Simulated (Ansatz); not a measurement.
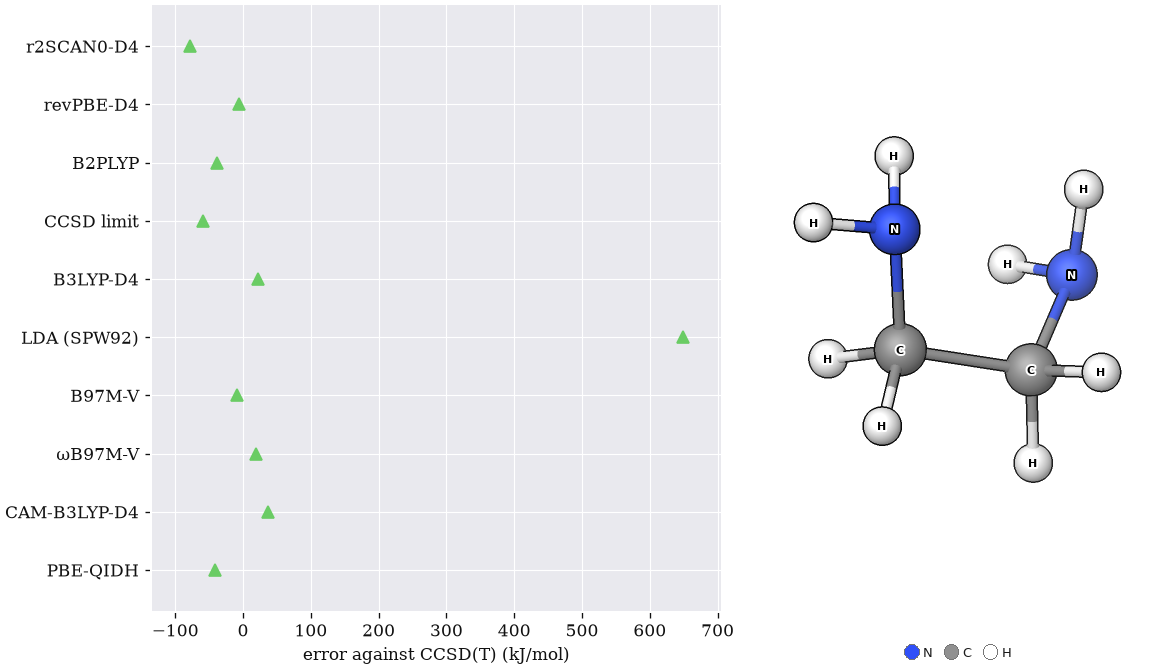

Error in the electronic atomisation energy (method less reference, so positive means overbinding) of C₂H₈N₂, SMILES NCCN: functionals in def2-TZVPP against frozen-core CCSD(T) at the limit (MP2 extrapolated from triple and quadruple zeta, plus CCSD(T) less MP2 in a smaller set), which gives 4370.7 kJ/mol, at a PBE0-D4/def2-TZVP geometry (a minimum by its frequencies), no zero-point or spin-orbit term, the Ansatz code. The reference leaves out core correlation, a term that grows with the number of heavy atoms. B2PLYP and PBE-QIDH hold a correlation term that converges slowly with the basis, so part of the distance to the limit is basis error. No dispersion term is added to B2PLYP and PBE-QIDH. Limit means the basis limit.

Q: What range do the values span?

A: From −78.1 kJ/mol (r2SCAN0-D4) to 648.4 kJ/mol (LDA (SPW92)).

Q: Which of these levels overbind, and which underbind?

A: Overbind: B3LYP-D4, LDA (SPW92) and CAM-B3LYP-D4. Underbind: r2SCAN0-D4, B2PLYP, CCSD limit and PBE-QIDH. Within 20 kJ/mol of zero, too close to call in view of what the reference leaves out: revPBE-D4, B97M-V and ωB97M-V.

Limits of at least one run: one conformer of a flexible molecule.
